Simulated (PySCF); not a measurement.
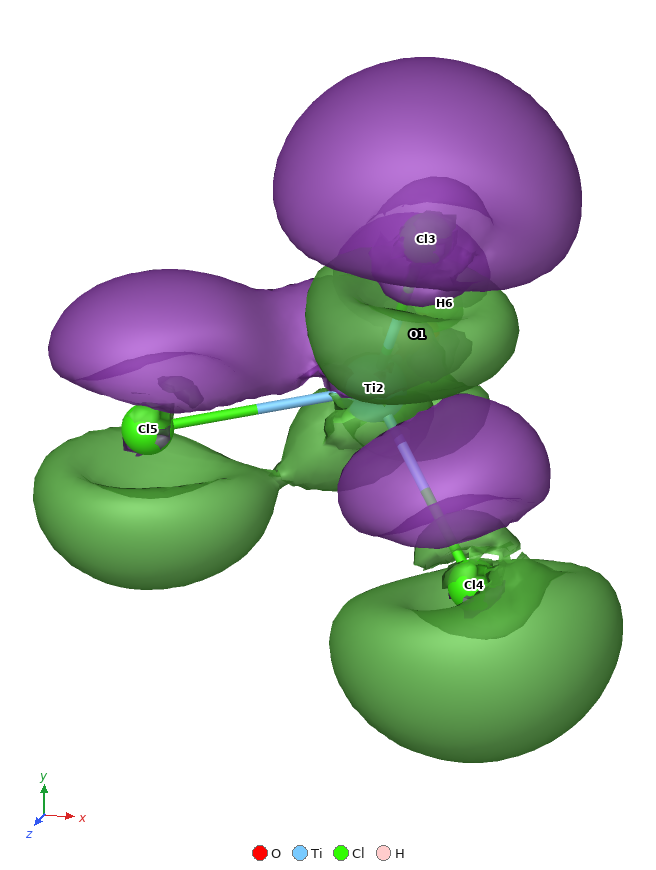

Cl₃HOTi, SMILES `O[Ti](Cl)(Cl)Cl`. Change of the electron density in a uniform field of 0.10 V/Å, surfaces at ±0.0006 e/Å³ (purple: gain, green: loss).

PySCF calculation, CAM-B3LYP/def2-TZVP, gas phase; geometry: GFN2-xTB. This is a single-reference result, which may miss multireference character in this system. No frequency check shows the geometry to be a minimum. A basis without diffuse functions makes polarisabilities too small. GFN2-xTB bond lengths at metals and heavier atoms can be off by up to 0.1 Å and shapes distorted, which carries into these values.

Geometry (Å), atoms numbered from 1:

```
O1      -0.0045   -0.0013   -2.0260
Ti2     -0.0004    0.0000   -0.3592
Cl3      0.7305    1.7882    0.5297
Cl4      1.1849   -1.5254    0.5302
Cl5     -1.9123   -0.2621    0.5339
H6      -0.0076   -0.0014   -2.9853
```

Along which Cartesian direction does the field point?

Answer. Along −y: electrons gather on the +y side, against the field.

How large is the response?

Answer. The induced dipole is 0.38 D (along the field); α along this axis, from the fields in both directions, is 75 bohr³ (11.1 Å³).

Which atoms gain and lose the most charge?

Answer. Electrons gather most on Cl3 (Hirshfeld charge changes by −0.012 e) and leave Cl4 most (+0.010 e); 0.029 electrons are displaced in all.
